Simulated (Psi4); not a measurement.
# Run report: BH$_{2}$O$_{2}$F, field calculation (part 1 of 2)

- system: BH$_{2}$O$_{2}$F, SMILES OB(O)F
- method: SCS-OMP2/6-31G*, RHF, in an applied electric field (Psi4 1.11)

The geometry comes from this level: PBE0-D4/def2-TZVP.

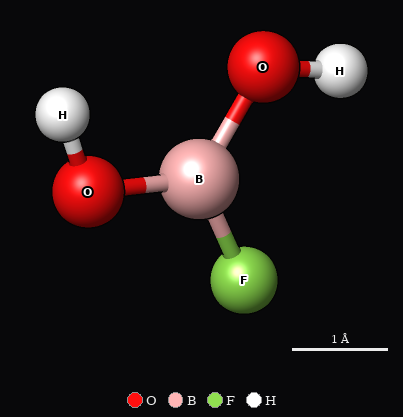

Fig. 1: The structure (ball-and-stick view, seen at a tilt). Bond lengths as drawn: B–F 1.33 Å, B–O 1.35 to 1.36 Å and H–O 0.96 Å.

Input file (job.in)
```
memory 1600 mb

molecule mol {
  0 1
  O     -0.477500     0.971000    -0.208400
  B     -0.023800    -0.307500    -0.106500
  O      0.989400    -0.635200     0.726100
  F     -0.573100    -1.280600    -0.833200
  H     -1.198900     1.066100    -0.834300
  H      1.326000     0.122200     1.210000
  symmetry c1
  no_reorient
  no_com
}

set scf_type direct
set mp2_type conv
set perturb_h true
set perturb_with dipole
set perturb_dipole [0.0, 0.0, 0.002]
set damping_percentage 10
set level_shift 0.5
set maxiter 100

energy("scs-omp2/6-31G*")
print_variables()
```

Hardware: 1 thread of AMD EPYC (Zen 5), 16 GiB of memory available, shared host.

Command:
```bash
psi4 job.in job.out -n 1
```

The program's output
```
Psi4 1.11 release

   => Loading Basis Set <=

    Name: 6-31G*
    Role: ORBITAL
    Keyword: BASIS

         ---------------------------------------------------------
                                   SCF
                              RHF Reference
                        1 Threads,   1525 MiB Core
         ---------------------------------------------------------

  ==> Geometry <==

    Molecular point group: c1
    Full point group: C1

    Geometry (in Angstrom), charge = 0, multiplicity = 1:

       Center              X                  Y                   Z               Mass
    ------------   -----------------  -----------------  -----------------  -----------------
         O           -0.477500000000     0.971000000000    -0.208400000000    15.994914619570
         B           -0.023800000000    -0.307500000000    -0.106500000000    11.009305360000
         O            0.989400000000    -0.635200000000     0.726100000000    15.994914619570
         F           -0.573100000000    -1.280600000000    -0.833200000000    18.998403162730
         H           -1.198900000000     1.066100000000    -0.834300000000     1.007825032230
         H            1.326000000000     0.122200000000     1.210000000000     1.007825032230

  Running in c1 symmetry.

  Rotational constants: A =      0.33508  B =      0.29077  C =      0.15569 [cm^-1]
  Rotational constants: A =  10045.30191  B =   8717.07469  C =   4667.42106 [MHz]
  Nuclear repulsion =  114.485272174846784

  Charge       = 0
  Multiplicity = 1
  Electrons    = 32
  Nalpha       = 16
  Nbeta        = 16

  ==> Algorithm <==

  SCF Algorithm Type is DIRECT.
  DIIS enabled.
  MOM disabled.
  Fractional occupation disabled.
  Guess Type is SAD.
  Energy threshold   = 1.00e-08
  Density threshold  = 1.00e-08
  Integral threshold = 1.00e-12

  ==> Primary Basis <==

  Basis Set: 6-31G*
    Blend: 6-31G*
    Number of shells: 28
    Number of basis functions: 64
    Number of Cartesian functions: 64
    Spherical Harmonics?: false
    Max angular momentum: 2

   => Loading Basis Set <=

    Name: (6-31G* AUX)
    Role: JKFIT
    Keyword: DF_BASIS_SCF

  Starting with a DF guess...

  ==> Integral Setup <==

  DFHelper Memory: AOs need 0.013 GiB; user supplied 1.118 GiB.
  SCF_SUBTYPE=INCORE selected. In-core MEM_DF algorithm will be used.
  Using in-core AOs.

  ==> MemDFJK: Density-Fitted J/K Matrices <==

    J tasked:                   Yes
    K tasked:                   Yes
    wK tasked:                   No
    Memory [MiB]:              1144
    Algorithm:                 Core
    Schwarz Cutoff:           1E-12
    Mask sparsity (%):       0.1465
    Fitting Condition:        1E-10

   => Auxiliary Basis Set <=

  Basis Set: (6-31G* AUX)
    Blend: CC-PVDZ-JKFIT
    Number of shells: 114
    Number of basis functions: 374
    Number of Cartesian functions: 374
    Spherical Harmonics?: false
    Max angular momentum: 3

  Perturbing V by 0.002000 mu(z).
  Minimum eigenvalue in the overlap matrix is 4.9079806181E-03.
  Reciprocal condition number of the overlap matrix is 7.7231799450E-04.
    Using symmetric orthogonalization.

  ==> Pre-Iterations <==

  SCF Guess: Superposition of Atomic Densities via on-the-fly atomic UHF (no occupation information).

   -------------------------
    Irrep   Nso     Nmo
   -------------------------
     A         64      64
   -------------------------
    Total      64      64
   -------------------------

  ==> Iterations <==

                           Total Energy        Delta E     RMS |[F,P]|

   @DF-RHF iter SAD:  -274.15845239700781   -2.74158e+02   0.00000e+00
   @DF-RHF iter   1:  -275.06251100629345   -9.04059e-01   8.82968e-03 ADIIS/DIIS
   @DF-RHF iter   2:  -275.15321872148968   -9.07077e-02   4.97040e-03 ADIIS/DIIS/DAMP=10%
   @DF-RHF iter   3:  -275.08513000041205    6.80887e-02   4.70062e-04 ADIIS/DIIS/DAMP=10%
   @DF-RHF iter   4:  -275.18537318993663   -1.00243e-01   2.92790e-04 ADIIS/DIIS/DAMP=10%
   @DF-RHF iter   5:  -275.18224706491156    3.12613e-03   4.65912e-05 DIIS/DAMP=10%
   @DF-RHF iter   6:  -275.18565017407548   -3.40311e-03   1.15652e-05 DIIS/DAMP=10%
   @DF-RHF iter   7:  -275.18648349987546   -8.33326e-04   3.26741e-06 DIIS/DAMP=10%
   @DF-RHF iter   8:  -275.18639361853371    8.98813e-05   9.02420e-07 DIIS/DAMP=10%
   @DF-RHF iter   9:  -275.18642891616150   -3.52976e-05   2.91305e-07 DIIS/DAMP=10%
   @DF-RHF iter  10:  -275.18643772628428   -8.81012e-06   4.86549e-08 DIIS/DAMP=10%
   @DF-RHF iter  11:  -275.18643135866364    6.36762e-06   1.55026e-08 DIIS/DAMP=10%
   @DF-RHF iter  12:  -275.18643119232337    1.66340e-07   5.41960e-09 DIIS/DAMP=10%
   @DF-RHF iter  13:  -275.18643126424797   -7.19246e-08   1.76393e-09 DIIS/DAMP=10%
   @DF-RHF iter  14:  -275.18643133935564   -7.51077e-08   4.58400e-10 DIIS/DAMP=10%
   @DF-RHF iter  15:  -275.18643134982267   -1.04670e-08   9.31312e-11 DIIS/DAMP=10%
   @DF-RHF iter  16:  -275.18643134330591    6.51676e-09   3.24015e-11 DIIS/DAMP=10%

  DF guess converged.

  ==> DirectJK: Integral-Direct J/K Matrices <==

    J tasked:                  Yes
    K tasked:                  Yes
    wK tasked:                  No
    Integrals threads:           1
    Screening Type:           CSAM
    Screening Cutoff:        1E-12
    Incremental Fock:           No

   @RHF iter  17:  -275.18669630506622   -2.75187e+02   1.36695e-05 DIIS/DAMP=10%
   @RHF iter  18:  -275.18662286000006    7.34451e-05   3.56390e-06 DIIS/DAMP=10%
   @RHF iter  19:  -275.18668469400984   -6.18340e-05   1.21526e-06 DIIS/DAMP=10%
   @RHF iter  20:  -275.18671106300701   -2.63690e-05   3.22815e-07 DIIS/DAMP=10%
   @RHF iter  21:  -275.18669048262132    2.05804e-05   8.82760e-08 DIIS/DAMP=10%
   @RHF iter  22:  -275.18669802958118   -7.54696e-06   2.26753e-08 DIIS/DAMP=10%
   @RHF iter  23:  -275.18669659554882    1.43403e-06   4.78809e-09 DIIS/DAMP=10%
   @RHF iter  24:  -275.18669667405868   -7.85099e-08   1.79199e-09 DIIS/DAMP=10%
   @RHF iter  25:  -275.18669668950372   -1.54450e-08   5.33412e-10 DIIS/DAMP=10%
   @RHF iter  26:  -275.18669667073669    1.87670e-08   8.47712e-11 DIIS/DAMP=10%
   @RHF iter  27:  -275.18669667237771   -1.64101e-09   5.00626e-11 DIIS/DAMP=10%
  Energy and wave function converged.

  ==> Post-Iterations <==

    Orbital Energies [Eh]
    ---------------------

    Doubly Occupied:

       1A    -26.294425     2A    -20.590621     3A    -20.584817
       4A     -7.696933     5A     -1.602749     6A     -1.395287
       7A     -1.362376     8A     -0.799531     9A     -0.761767
      10A     -0.731398    11A     -0.674366    12A     -0.645863
      13A     -0.576658    14A     -0.571988    15A     -0.564807
      16A     -0.514836

    Virtual:

      17A      0.206591    18A      0.244678    19A      0.252303
      20A      0.342491    21A      0.433622    22A      0.470532
      23A      0.587646    24A      0.770685    25A      0.791756
      26A      0.802661    27A      1.049323    28A      1.081057
      29A      1.177924    30A      1.188715    31A      1.224238
      32A      1.270026    33A      1.348180    34A      1.393697
      35A      1.444867    36A      1.449010    37A      1.502213
      38A      1.556771    39A      1.650961    40A      1.670210
      41A      1.815430    42A      1.851624    43A      1.953531
      44A      1.993638    45A      2.018933    46A      2.028306
      47A      2.085299    48A      2.123985    49A      2.173691
      50A      2.265316    51A      2.402767    52A      2.676169
      53A      2.733072    54A      2.740206    55A      2.764835
      56A      3.030609    57A      3.059453    58A      3.209037
      59A      3.297865    60A      3.554760    61A      3.905670
      62A      4.235011    63A      4.290390    64A      4.982901

    Final Occupation by Irrep:
              A
    DOCC [    16 ]
    NA   [    16 ]
    NB   [    16 ]

  @RHF Final Energy:  -275.18669667237771

   => Energetics <=

    Nuclear Repulsion Energy =            114.4852721748467843
    One-Electron Energy =                -608.6070988580186167
    Two-Electron Energy =                 218.9351300107941256
    Total Energy =                       -275.1866966723777068

Computation Completed

Properties will be evaluated at   0.000000,   0.000000,   0.000000 [a0]

Properties computed using the SCF density matrix

 Multipole Moments:

 ------------------------------------------------------------------------------------
     Multipole            Electronic (a.u.)      Nuclear  (a.u.)        Total (a.u.)
 ------------------------------------------------------------------------------------

 L = 1.  Multiply by 2.5417464519 to convert [e a0] to [Debye]
 Dipole X            :          1.7628236           -1.9929052           -0.2300816
 Dipole Y            :         18.1381358          -17.3631816            0.7749542
 Dipole Z            :          6.5982814           -6.6404976           -0.0422162
 Magnitude           :                                                    0.8094898

 ------------------------------------------------------------------------------------

	total time  =          2 seconds =       0.03 minutes
 MINTS: Wrapper to libmints.

   Calculation information:
      Number of threads:                 1
      Number of atoms:                   6
      Number of AO shells:              28
      Number of SO shells:              28
      Number of primitives:             68
      Number of atomic orbitals:        64
      Number of basis functions:        64

      Number of irreps:                  1
      Integral cutoff                 1.00e-12
      Number of functions per irrep: [  64 ]

 OEINTS: Overlap, kinetic, potential, dipole, and quadrupole integrals
         stored in file 35.

      Computing two-electron integrals...done
      Computed 2121626 non-zero two-electron integrals.
        Stored in file 33.

  Module OCC Options:
  ----------------------------------------------------------------------------
  ACTIVE                        => (empty)
  BASIS_RELATIVISTIC            => (empty)
  BENCH                         => (empty)
  CACHELEVEL                    => (empty)
  CCL_ENERGY                    => (empty)
  CC_MAXITER                    => (empty)
  CC_TYPE                       => (empty)
  CEPA_OS_SCALE                 => (empty)
  CEPA_SOS_SCALE                => (empty)
  CEPA_SS_SCALE                 => (empty)
  CEPA_TYPE                     => (empty)
  CI_TYPE                       => (empty)
  CUBEPROP_BASIS_FUNCTIONS      => (empty)
  CUBEPROP_FILEPATH             => (empty)
  CUBEPROP_ISOCONTOUR_THRESHOLD => (empty)
  CUBEPROP_ORBITALS             => (empty)
  CUBEPROP_TASKS                => (empty)
  CUBIC_BASIS_TOLERANCE         => (empty)
  CUBIC_BLOCK_MAX_POINTS        => (empty)
  CUBIC_GRID_OVERAGE            => (empty)
  CUBIC_GRID_SPACING            => (empty)
  CUTOFF                        => (empty)
  DDX                           => (empty)
  DEBUG                         => (empty)
  DERTYPE                       => (empty)
  DF_BASIS_CC                   => (empty)
  DIE_IF_NOT_CONVERGED          => (empty)
  DIIS_MAX_VECS                 => (empty)
  DIIS_MIN_VECS                 => (empty)
  DKH_ORDER                     => (empty)
  DOCC                          => (empty)
  DO_DIIS                       => (empty)
  DO_LEVEL_SHIFT                => (empty)
  DO_SCS                        => (empty)
  DO_SOS                        => (empty)
  E3_SCALE                      => (empty)
  EA_POLES                      => (empty)
  EKT_EA                        => (empty)
  EKT_IP                        => (empty)
  EP_EA_POLES                   => (empty)
  EP_IP_POLES                   => (empty)
  EP_MAXITER                    => (empty)
  EXTERNAL_POTENTIAL_SYMMETRY   => (empty)
  E_CONVERGENCE                 => 1e-06           !
  FREEZE_CORE                   => (empty)
  FREEZE_CORE_POLICY            => (empty)
  FROZEN_DOCC                   => (empty)
  FROZEN_UOCC                   => (empty)
  INTEGRAL_PACKAGE              => (empty)
  IP_POLES                      => (empty)
  LEVEL_SHIFT                   => 0.5             !
  LITERAL_CFOUR                 => (empty)
  LS_THC_BASIS_TOLERANCE        => (empty)
  LS_THC_DF                     => (empty)
  LS_THC_PRUNING_SCHEME         => (empty)
  LS_THC_RADIAL_POINTS          => (empty)
  LS_THC_SPHERICAL_POINTS       => (empty)
  LS_THC_S_EPSILON              => (empty)
  LS_THC_WEIGHTS_TOLERANCE      => (empty)
  MAT_NUM_COLUMN_PRINT          => (empty)
  MAX_MOGRAD_CONVERGENCE        => (empty)
  MAX_RADIAL_MOMENT             => (empty)
  MBIS_D_CONVERGENCE            => (empty)
  MBIS_MAXITER                  => (empty)
  MBIS_PRUNING_SCHEME           => (empty)
  MBIS_RADIAL_POINTS            => (empty)
```
